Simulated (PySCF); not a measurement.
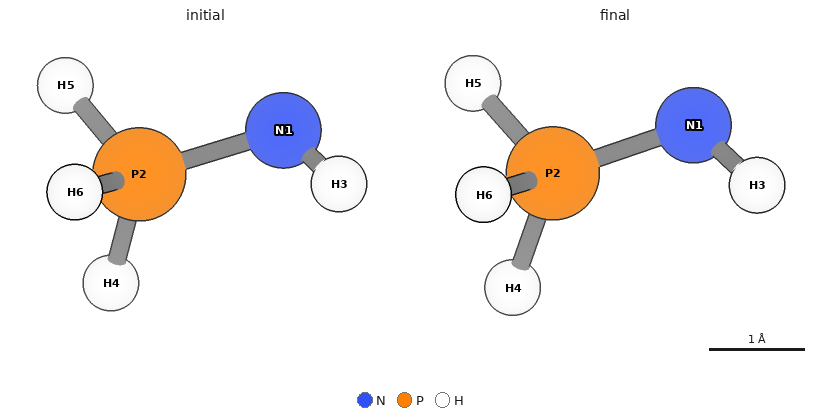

The structure of PNH4 before (left) and after (right) a relaxation, at one scale.

A ball-and-stick model, seen at a tilt.

The start comes from GFN2-xTB. Its atoms were then displaced at random by about 0.03 Å.

Theory: PySCF, PBE0-D3(BJ)/def2-SVP geometry optimisation, gas phase. 

### What changed between the two?

The largest move after the best rigid fit is that of H3, 0.11 Å. Largest moves by element: H 0.11 Å, N 0.07 Å, P 0.04 Å. Among the contacts that change: N1–H3 0.874 → 1.019 Å, P2–H4 1.350 → 1.441 Å, P2–H6 1.382 → 1.441 Å, P2–H5 1.364 → 1.413 Å. Among the angles between lasting bonds that change: N1–P2–H4 117.6° → 122.8°, H4–P2–H6 101.1° → 96.8°, H4–P2–H5 103.7° → 100.3°. After 7 geometry steps the energy has fallen by 0.856 eV. Cost: 5 s on 1 thread of Arm Neoverse V1, with other jobs on the host.
